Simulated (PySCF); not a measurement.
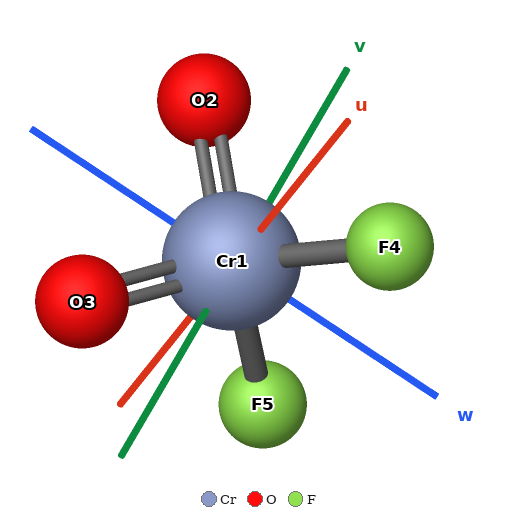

The lines u, v and w are the principal axes of the static dipole polarisability. The species is neutral and a spin singlet. The geometry was computed by an optimisation with PBE0-D3(BJ)/def2-SVP. No frequency run is at hand to confirm it as a minimum. Level of theory: ωB97X-D/def2-SVPD (PySCF 2.14.0).

Along which axis is the molecule most polarisable, and along which least?

Answer. Most along v, least along u (close to the long direction F4···F5).

Give the three principal values.

Answer. u 34.1, v 40.9, w 36.7 bohr³; mean 37.3, anisotropy 5.9 bohr³.
